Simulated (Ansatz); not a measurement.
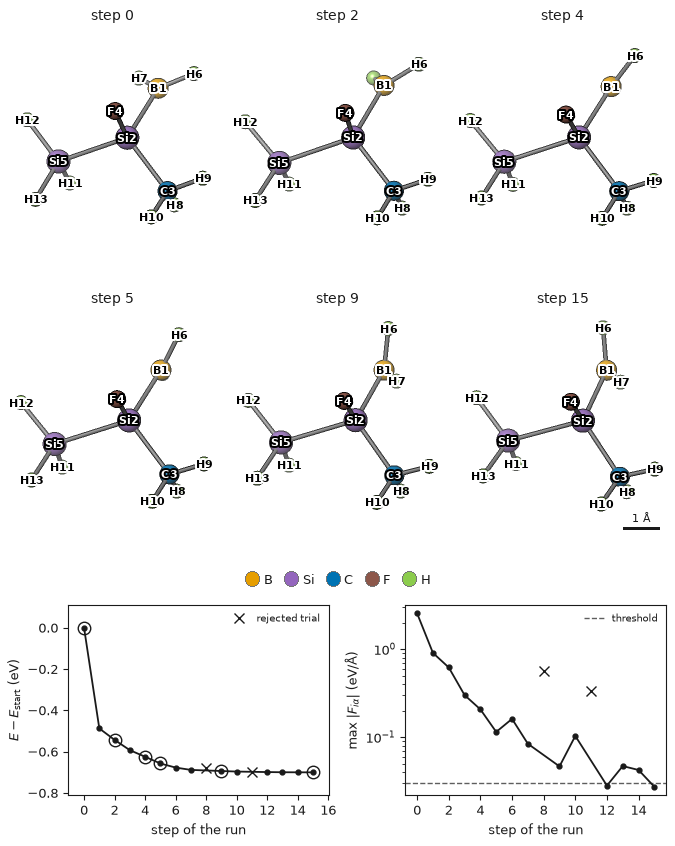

Frames of a relaxation of CH₈BFSi₂ (coarse preliminary run), marked on the history of the run. The picture is a ball-and-stick view, seen at a tilt.

The start comes from a force field.

These are results of RKS PBE-D4/def2-SVP (Ansatz), not measurements.

The input:
```yaml
crystal:
  periodic: [false, false, false]
  atoms:
    - {symbol: B, position_ang: [1.237800, -1.595900, 0.500500]}
    - {symbol: Si, position_ang: [0.422900, 0.219500, 0.303100]}
    - {symbol: C, position_ang: [-1.149800, 0.351800, 1.331600]}
    - {symbol: F, position_ang: [1.621800, 1.384200, 0.811000]}
    - {symbol: Si, position_ang: [-0.090800, 0.579000, -1.854000]}
    - {symbol: H, position_ang: [1.526700, -1.923300, 1.550300]}
    - {symbol: H, position_ang: [1.336200, -2.242000, -0.456000]}
    - {symbol: H, position_ang: [-1.816700, -0.388900, 1.001100]}
    - {symbol: H, position_ang: [-0.857700, 0.185900, 2.451800]}
    - {symbol: H, position_ang: [-1.549700, 1.366300, 1.260800]}
    - {symbol: H, position_ang: [-1.080500, -0.420000, -2.254400]}
    - {symbol: H, position_ang: [1.141900, 0.491800, -2.640300]}
    - {symbol: H, position_ang: [-0.721600, 1.956700, -1.990900]}
basis:
  gaussian: {orbitals: def2-SVP}
hamiltonian: {xc: pbe, dispersion: d4}
relax: {f_tol: 0.03, max_steps: 200}
```

Run as
```bash
ansatz run in.yaml --threads 4 --pin off --events-out ev --progress --plain --max-ram 10444MiB
```

### What happens along the run?

The largest move after the best rigid fit is that of H6, 1.40 Å. Largest moves by element: H 1.40 Å, F 0.28 Å, Si 0.18 Å, C 0.11 Å, B 0.05 Å. Near-neighbour distances that change, for instance: Si2–Si5 2.246 → 2.383 Å, Si2–F4 1.747 → 1.657 Å, B1–H6 1.137 → 1.217 Å, C3–H9 1.169 → 1.109 Å. Bond angles that change, for instance: B1–Si2–Si5 109.5° → 101.8°, H6–B1–H7 125.5° → 118.0°, B1–Si2–F4 107.3° → 114.3°. Groups turn about B1–Si2 by about 75°. Over 13 accepted moves (15 points after the start) the energy falls by 0.700 eV. Largest force component: 2.5 eV/Å at the start, 0.027 eV/Å at the end. The line search rejected the trial steps at points 8, 11 of the run. The forces were under the threshold at step 12, but the run went on from there. From step 0 to 2: H7 moves most (0.33 Å), energy −0.543 eV. From step 2 to 4: H6 moves most (0.37 Å), energy −0.082 eV. From step 4 to 5: H6 moves most (0.20 Å), energy −0.033 eV. From step 5 to 9: H6 moves most (0.50 Å), energy −0.036 eV. From step 9 to 15: H6 moves most (0.30 Å), energy −0.006 eV.

```
step  E − E(0), eV  largest force component, eV/Å      note
   0        0.0000                         2.5405          
   1       -0.4871                         0.9040          
   2       -0.5426                         0.6181          
   3       -0.5923                         0.2999          
   4       -0.6243                         0.2065          
   5       -0.6568                         0.1145          
   6       -0.6767                         0.1611          
   7       -0.6879                         0.0841          
   8       -0.6798                         0.5639  rejected
   9       -0.6933                         0.0465          
  10       -0.6959                         0.1031          
  11       -0.6957                         0.3362  rejected
  12       -0.6984                         0.0281          
  13       -0.6993                         0.0469          
  14       -0.6996                         0.0423          
  15       -0.6998                         0.0273
```
